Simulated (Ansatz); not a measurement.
C$_{2}$H$_{6}$F$_{2}$Sn

```yaml
atoms:
  - { symbol: C, position_ang: [0.1274, 0.2558, 0.7432] }
  - { symbol: C, position_ang: [-2.0304, -0.3080, -2.3885] }
  - { symbol: F, position_ang: [0.9524, 1.0491, -2.3270] }
  - { symbol: F, position_ang: [0.7324, -1.9048, -1.6450] }
  - { symbol: Sn, position_ang: [-0.1649, -0.2021, -1.3328] }
  - { symbol: H, position_ang: [0.7678, 1.1464, 0.8023] }
  - { symbol: H, position_ang: [-0.8322, 0.4446, 1.2431] }
  - { symbol: H, position_ang: [0.6342, -0.6019, 1.2062] }
  - { symbol: H, position_ang: [-2.1217, -1.3208, -2.8039] }
  - { symbol: H, position_ang: [-2.8740, -0.0954, -1.7180] }
  - { symbol: H, position_ang: [-1.9968, 0.4295, -3.2019] }
```

Geometry: B3LYP-D3(BJ)/def2-SVP; core potentials replace the inner electrons of Sn.

Level of theory: Ansatz 0.2.0, isolated molecule in a Gaussian basis; Kohn-Sham density functional theory, functional PBE0.

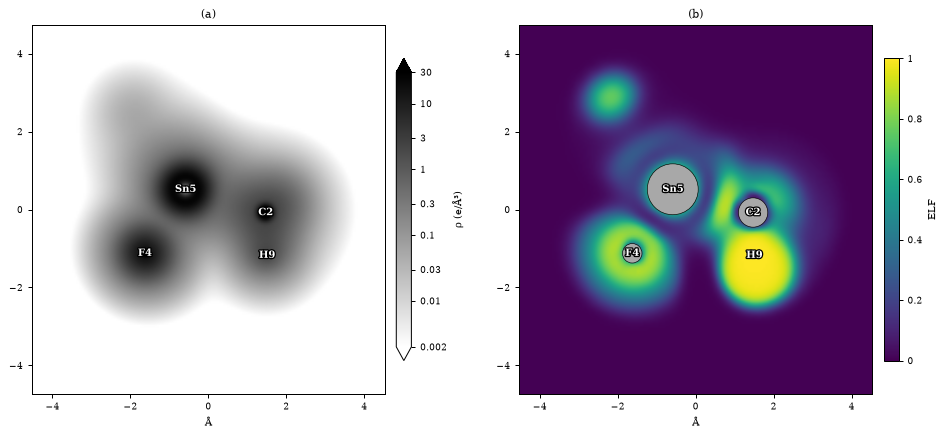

Figure 1. (a) electron density; (b) electron localisation function on the plane of atoms Sn5, C2 and H9. Grey discs cover the atomic cores in the ELF map.

### Interpret the plot.

- The plane passes through C, F, Sn and H nuclei.
- Sn–F (1.95 Å): the density is about 0.7 e/Å³ at the midpoint; the ELF peaks at about 0.80 in the valence shell of F, 0.5 Å from its nucleus, and drops to about 0.10 between the two atoms.
- C–Sn (2.15 Å): ρ at the midpoint is about 0.69 e/Å³; the ELF peaks at about 0.90 in the valence shell of C, 0.7 Å from its nucleus, and drops to about 0.20 between the two atoms.
- C–H (1.10 Å): ρ is about 1.9 e/Å³ halfway; the ELF climbs to about 1 towards the hydrogen, as it does in any bond to H (an ordinary covalent bond to hydrogen).
- The ELF also peaks beside F4, away from the bonds: lone-pair regions.

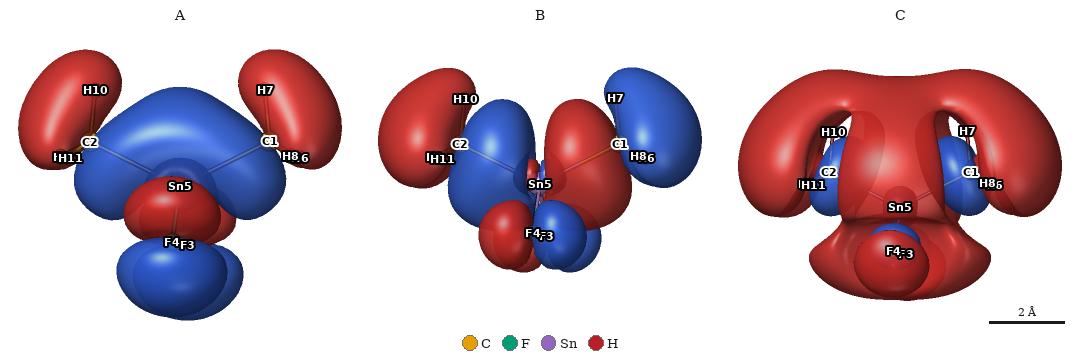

Figure 2. Three frontier orbitals at ±0.04 Å⁻³ᐟ² (blue and red are the two phases), in no order.

### Which picture is the HOMO−1, the HOMO and the LUMO?

A is the HOMO−1 (−10.02 eV). By Hirshfeld shares it lies mainly on F4 (about 25 %), F3 (about 25 %), Sn5 (about 20 %), C2 (about 10 %) and C1 (about 10 %). B is the HOMO (−8.81 eV). Its weight (Hirshfeld) is mainly on C1 (about 25 %), C2 (about 25 %), Sn5 (about 20 %), F3 (about 10 %) and F4 (about 10 %). C is the LUMO (−0.86 eV). It lies mainly on Sn5 (about 35 %), C1 (about 15 %), C2 (about 15 %), F3 (about 5 %) and F4 (about 5 %).

### What is the HOMO–LUMO gap?

7.95 eV between the orbital energies.

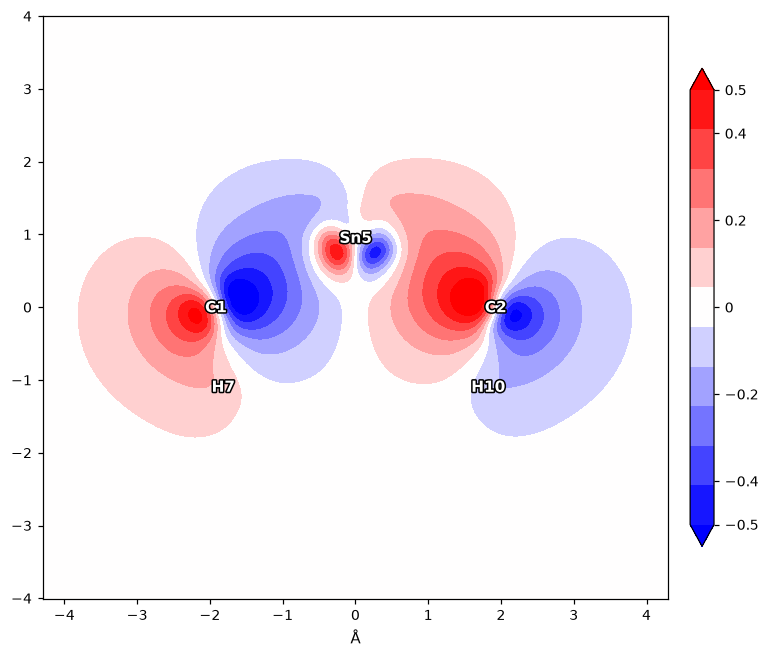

Figure 3. One frontier orbital on the plane of atoms Sn5, C2 and H10 (values in Å⁻³ᐟ²; the overall sign is arbitrary).

### Which orbital is it: HOMO or LUMO?

The HOMO, at −8.81 eV. It lies mainly on C1 (about 25 %), C2 (about 25 %), Sn5 (about 20 %), F3 (about 10 %) and F4 (about 10 %).
